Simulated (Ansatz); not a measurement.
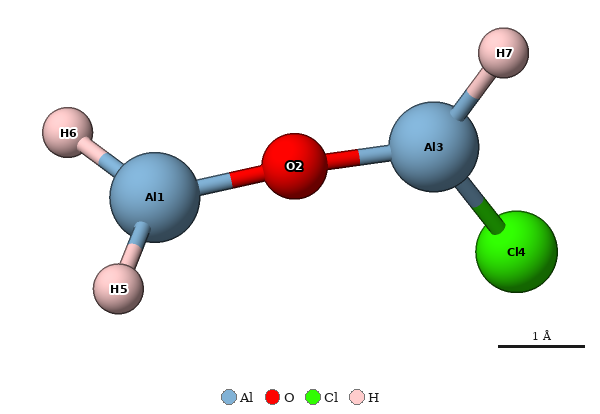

**Figure 1.** The structure (ball-and-stick view, seen at a tilt; atoms are numbered from 1 in the order of the input). Sticks mark near contacts. Bond lengths as drawn: Al–Cl 2.09 Å, Al–H 1.57 to 1.58 Å and Al–O 1.67 to 1.69 Å.

## Run report: Al$_{2}$H$_{3}$ClO, single-point calculation

System: Al$_{2}$H$_{3}$ClO.
Method: RKS PBE-D4/def2-TZVPP (Ansatz 0.2.0).

The geometry is a minimum found at another level. The geometry comes from this level: PBE0-D4/def2-TZVP.

### Input file
```yaml
crystal:
  periodic: [false, false, false]
  atoms:
    - {symbol: Al, position_ang: [-0.991316, 0.574785, 1.286742]}
    - {symbol: O, position_ang: [0.105638, 0.100012, 0.098491]}
    - {symbol: Al, position_ang: [1.059954, -0.463346, -1.149853]}
    - {symbol: Cl, position_ang: [0.183338, -1.684054, -2.608437]}
    - {symbol: H, position_ang: [-1.151944, -0.344995, 2.562158]}
    - {symbol: H, position_ang: [-1.787011, 1.923120, 1.069996]}
    - {symbol: H, position_ang: [2.581351, -0.105522, -1.259097]}
basis:
  gaussian: {orbitals: def2-TZVPP}
hamiltonian: {xc: pbe, dispersion: d4}
```

Hardware: 2 threads of Intel Xeon @ 2.50GHz, 11 GiB of memory available, shared host.

Launched with:
```bash
ansatz run in.yaml --threads 2 --pin off --events-out ev --progress --plain --max-ram 4352MiB
```

### Log
```
Functional definition: PBE
  name "PBE"
  cite "Perdew, Burke & Ernzerhof, Phys. Rev. Lett. 77, 3865 (1996) doi:10.1103/PhysRevLett.77.3865"
  parent pbe
  parameter kappa = 0.804
  parameter beta = 0.06672455060314922
  exchange = pbe_x(kappa = kappa, mu = beta*pi^2/3)
  correlation = pbe_c(beta = beta)
1160 factors; their error is unknown
mean field evaluation 1: about -27793.5716 eV, gradient 7.6e1 eV
mean field evaluation 2: about -27694.9676 eV, gradient 1.9e2 eV
mean field evaluation 4: about -27803.0961 eV, gradient 1.6e1 eV
mean field evaluation 8: about -27803.6347 eV, gradient 7.2e-2 eV
mean field evaluation 16: about -27803.6188 eV, gradient 2.7e-5 eV
mean field -27803.61877951 eV, -1021.7641441774 hartree, gradient 2.7e-5 eV, S^2 0.000000; 0 other end points of the search recorded, 0 dependent functions left out
reference -27803.61883006 eV, -1021.7641460351 hartree; 27, 27 occupied and 172, 172 virtual orbitals, 1160 factors
Total energy: -27803.76291072 eV, -1021.7694409015 hartree
```

### Results in brief

```tsv
quantity	value
outcome	converged
total energy	−27803.7629 eV
mean-field energy	−27803.6188 eV
dispersion energy	−0.1441 eV
SCF solution under orbital rotations	stable
wall time	2.8 s (CPU time 5.2 s)
peak memory	0.25 GiB
```
